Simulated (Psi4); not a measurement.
# doublet [SF4]+ at 3 levels

We compute a comparison of 3 runs (UBHLYP/6-311+G**, UM06-L/6-311+G**, UPBE0/6-311+G**) of doublet [SF4]+. 

The calculation is run with Psi4 1.11.

### Step 1. The system as given

[SF4]+: 5 atoms, total charge +1, spin state doublet. SMILES of the parent species: `FS(F)(F)F`. The coordinates come from a PBE0-D4/def2-TZVP relaxation. That shape belongs to the parent species and isn't relaxed for this state.

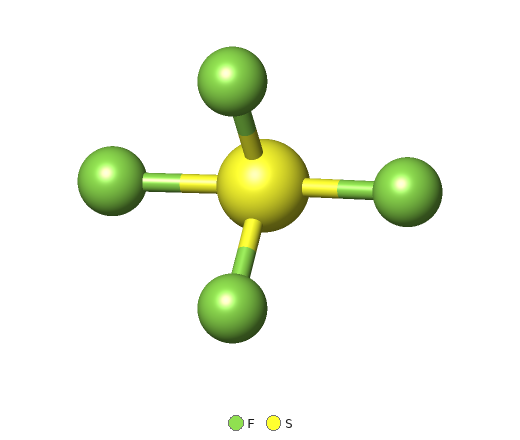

The structure, seen from a chosen angle (fluorine green, sulfur yellow).

### Step 2. The energy at UBHLYP/6-311+G(d,p) (run 1)

The input, run.py:

```python
import psi4

psi4.set_memory('1600 MB')
psi4.set_num_threads(1)
psi4.set_output_file('run.log', False)

molecule = psi4.geometry("""
1 2
F     -1.06051430    -0.43085756     2.21627080
S      0.12094247    -0.67538812    -0.45920345
F      2.90394214    -0.87305347     0.92861142
F     -2.72139459    -0.14607583    -1.62176296
F      0.75702429     2.12518600    -1.06410478
units bohr
symmetry c1
no_reorient
no_com
""")

options = {'basis': '6-311+G**', 'reference': 'uks', 'puream': True, 'e_convergence': 1e-09, 'd_convergence': 1e-08, 'scf_type': 'pk', 'dft_radial_points': 99, 'dft_spherical_points': 590, 'maxiter': 200}
psi4.set_options(options)

e, wfn = psi4.energy('bhhlyp', return_wfn=True)
psi4.oeprop(wfn, 'QUADRUPOLE', 'WIBERG_LOWDIN_INDICES', 'LOWDIN_CHARGES')
print(f'total energy {e:.8f} hartree = {e * 27.211386:.5f} eV')
```

On the command line:

```
$ python run.py
```

run.log:

```text
[...]
  Running in c1 symmetry.
[...]
  Nuclear repulsion =  298.719038884987754
[...]
  Multiplicity = 2
[...]
  Nalpha       = 26
  Nbeta        = 25
[...]
    Number of basis functions: 118
[...]
   @UKS iter   1:  -796.67973883545130    7.34258e-01   6.81701e-03 DIIS/ADIIS
[...]
   @UKS iter  17:  -796.95000139715967   -7.95808e-12   4.58101e-09 DIIS
[...]
   @S^2 Observed:                7.770499224E-01
[...]
  @UKS Final Energy:  -796.95000139715967
   => Energetics <=
    Nuclear Repulsion Energy =            298.7190388849877536
    One-Electron Energy =               -1683.6938825559120687
    Two-Electron Energy =                 622.6401098700940793
    DFT Exchange-Correlation Energy =     -34.6152675963295238
    Empirical Dispersion Energy =           0.0000000000000000
    VV10 Nonlocal Energy =                  0.0000000000000000
    Total Energy =                       -796.9500013971596672
[...]
 Multipole Moments:
 ------------------------------------------------------------------------------------
     Multipole            Electronic (a.u.)      Nuclear  (a.u.)        Total (a.u.)
 ------------------------------------------------------------------------------------
 L = 1.  Multiply by 2.5417464519 to convert [e a0] to [Debye]
 Dipole X            :         -0.6881700            0.8465974            0.1584274
 Dipole Y            :          3.8446090           -4.7294177           -0.8848087
 Dipole Z            :          2.6145485           -3.2161249           -0.6015763
 Magnitude           :                                                    1.0816098
 L = 2.  Multiply by 1.3450342976 to convert [e a0^2] to [Debye ang]
 Quadrupole XX       :       -179.4150839          158.0638367          -21.3512472
 Quadrupole XY       :          1.8324560           -1.9550986           -0.1226426
[...]
```

The script printed:

```text
Memory set to   1.490 GiB by Python driver.
  Threads set to 1 by Python driver.
total energy -796.95000140 hartree = -21686.11411 eV
```

Run time: 21 s. Hardware: 1 thread of Intel Xeon 6975P-C (Granite Rapids), shared host; peak memory 0.69 GiB.

### Step 3. Energy and forces at UM06-L/6-311+G(d,p) (run 2)

The input, input.inp:

```
memory 1.6 GB

molecule m {
  1 2
  F     -0.561200    -0.228000     1.172800
  S      0.064000    -0.357400    -0.243000
  F      1.536700    -0.462000     0.491400
  F     -1.440100    -0.077300    -0.858200
  F      0.400600     1.124600    -0.563100
  units angstrom
  symmetry c1
}

set {
  basis                6-311+G**
  reference            uks
  puream               true
  e_convergence        1e-09
  d_convergence        1e-08
  scf_type             pk
  dft_radial_points    99
  dft_spherical_points 590
  maxiter              200
}

energy_value, wavefunction = gradient("m06-l", return_wfn=True)
```

On the command line:

```
$ psi4 input.inp input.out -n 1
```

input.out:

```text
[...]
  Running in c1 symmetry.
[...]
  Nuclear repulsion =  298.719038940446751
[...]
  Multiplicity = 2
[...]
  Nalpha       = 26
  Nbeta        = 25
[...]
    Number of basis functions: 118
[...]
   @UKS iter   1:  -796.86905861457126    7.23886e-01   6.38716e-03 DIIS/ADIIS
[...]
   @UKS iter  14:  -797.07454958863127   -1.02318e-11   8.64471e-09 DIIS
[...]
   @S^2 Observed:                7.562631130E-01
[...]
  @UKS Final Energy:  -797.07454958863127
   => Energetics <=
    Nuclear Repulsion Energy =            298.7190389404467510
    One-Electron Energy =               -1684.0171175802388461
    Two-Electron Energy =                 655.3813924839118954
    DFT Exchange-Correlation Energy =     -67.1578634327511423
    Empirical Dispersion Energy =           0.0000000000000000
    VV10 Nonlocal Energy =                  0.0000000000000000
    Total Energy =                       -797.0745495886312710
[...]
  -Total Gradient:
     Atom            X                  Y                   Z
    ------   -----------------  -----------------  -----------------
       1        0.000692026995     0.013578920280     0.002332497832
       2        0.012906878239    -0.072062374129    -0.048992738949
       3       -0.003590526866     0.025907064296     0.018189515767
       4       -0.005727598189     0.026188067217     0.017222707914
       5       -0.004308439662     0.006541112365     0.011351642825
[...]
```

Run time: 42 s. Hardware: 1 thread of Intel Xeon 6975P-C (Granite Rapids), shared host; peak memory 0.7 GiB.

### Step 4. Energy and forces at UPBE0/6-311+G(d,p) (run 3)

The input, job.json:

```json
{
 "schema_name": "qcschema_input",
 "schema_version": 1,
 "molecule": {
  "schema_name": "qcschema_molecule",
  "schema_version": 2,
  "symbols": ["F", "S", "F", "F", "F"],
  "geometry": [-1.0605143, -0.43085756, 2.2162708, 0.12094247, -0.67538812, -0.45920345, 2.90394214, -0.87305347, 0.92861142, -2.72139459, -0.14607583, -1.62176296, 0.75702429, 2.125186, -1.06410478],
  "molecular_charge": 1,
  "molecular_multiplicity": 2,
  "fix_symmetry": "c1",
  "fix_com": true,
  "fix_orientation": true
 },
 "driver": "gradient",
 "model": {
  "method": "pbe0",
  "basis": "6-311+G**"
 },
 "keywords": {
  "reference": "uks",
  "puream": true,
  "e_convergence": 1e-09,
  "d_convergence": 1e-08,
  "scf_type": "pk",
  "dft_radial_points": 99,
  "dft_spherical_points": 590,
  "maxiter": 200
 }
}
```

On the command line:

```
$ psi4 --qcschema job.json -n 1 --memory 1600MB
```

stdout:

```text
[...]
                   'protocols': {'error_correction': {'default_policy': True, 'policies': None},
                                 'native_files': 'none',
[...]
  Running in c1 symmetry.
[...]
  Nuclear repulsion =  298.719038884987754
[...]
  Multiplicity = 2
[...]
  Nalpha       = 26
  Nbeta        = 25
[...]
    Number of basis functions: 118
[...]
   @UKS iter   1:  -796.38473943456700    7.71570e-01   6.47226e-03 ADIIS/DIIS
[...]
   @UKS iter  15:  -796.61047332145995   -4.88853e-12   5.20664e-09 DIIS
[...]
   @S^2 Observed:                7.612400718E-01
[...]
  @UKS Final Energy:  -796.61047332145995
   => Energetics <=
    Nuclear Repulsion Energy =            298.7190388849877536
    One-Electron Energy =               -1683.7917795278563062
    Two-Electron Energy =                 638.9199631957790189
    DFT Exchange-Correlation Energy =     -50.4576958743703514
    Empirical Dispersion Energy =           0.0000000000000000
    VV10 Nonlocal Energy =                  0.0000000000000000
    Total Energy =                       -796.6104733214599491
[...]
  -Total Gradient:
     Atom            X                  Y                   Z
    ------   -----------------  -----------------  -----------------
       1       -0.001625840590     0.014870707421     0.007812606597
       2        0.015001180705    -0.083756461039    -0.056943583090
       3        0.003226530025     0.027153557464     0.022937438063
       4       -0.013324152875     0.029297490021     0.015435943549
       5       -0.003293081460     0.012519969244     0.010815632391
[...]
```

The result, in JSON:

```text
{
 "driver": "gradient",
 "model": {
  "method": "pbe0",
  "basis": "6-311+G**"
 },
 "success": true,
 "return_result": [-0.001625840590232977, 0.014870707420602959, 0.007812606596599991, 0.015001180705450444, -0.08375646103876552, -0.05694358308995626, 0.0032265300247062145, 0.02715355746388575, 0.022937438063102923, -0.013324152875488715, 0.02929749002142215, 0.01543594354897554, -0.0032930814601518366, 0.012519969243712098, 0.01081563239112214],
 "properties": {
  "calcinfo_nbasis": 118,
  "calcinfo_nmo": 118,
  "calcinfo_nalpha": 26,
  "calcinfo_nbeta": 25,
  "calcinfo_natom": 5,
  "nuclear_repulsion_energy": 298.71903888498775,
  "return_energy": -796.61047332146,
  "return_gradient": [-0.001625840590232977, 0.014870707420602959, 0.007812606596599991, 0.015001180705450444, -0.08375646103876552, -0.05694358308995626, 0.0032265300247062145, 0.02715355746388575, 0.022937438063102923, -0.013324152875488715, 0.02929749002142215, 0.01543594354897554, -0.0032930814601518366, 0.012519969243712098, 0.01081563239112214],
  "scf_one_electron_energy": -1683.7917795278563,
  "scf_two_electron_energy": 638.919963195779,
  "scf_xc_energy": -50.45769587437035,
  "scf_dipole_moment": [0.14250025777740083, -0.7957196433927631, -0.5409868007663197],
  "scf_total_energy": -796.61047332146,
  "scf_total_gradient": [-0.001625840590232977, 0.014870707420602959, 0.007812606596599991, 0.015001180705450444, -0.08375646103876552, -0.05694358308995626, 0.0032265300247062145, 0.02715355746388575, 0.022937438063102923, -0.013324152875488715, 0.02929749002142215, 0.01543594354897554, -0.0032930814601518366, 0.012519969243712098, 0.01081563239112214],
  "scf_iterations": 15
 }
}
```

Wall time 26 s (1 thread of Intel Xeon 6975P-C (Granite Rapids), shared host); peak memory 0.69 GiB.

### Step 5. The series

| run | level | task | energy (Eh) | HOMO energy (eV) | LUMO energy (eV) | ⟨S²⟩ | wall time |
| --- | --- | --- | --- | --- | --- | --- | --- |
| 1 | UBHLYP/6-311+G** | energy | -796.950001 | -21.55 | -14.44 | 0.777 | 21 s |
| 2 | UM06-L/6-311+G** | gradient | -797.074550 | -18.13 | -16.36 | 0.756 | 42 s |
| 3 | UPBE0/6-311+G** | gradient | -796.610473 | -19.67 | -15.56 | 0.761 | 26 s |

### Step 6. Results

| quantity | value |
| --- | --- |
| run 3: total energy | -796.61047 Eh |
| run 3: HOMO energy (highest over α and β) | -19.67 eV |
| run 3: LUMO energy (lowest over α and β) | -15.56 eV |
| run 3: ⟨S²⟩ | 0.761 |
| run 3: largest force on an atom | 5.265 eV/Å |

**Reading.** Totals of different functionals can't be ranked against each other. All runs together took 89 s, the longest 42 s.
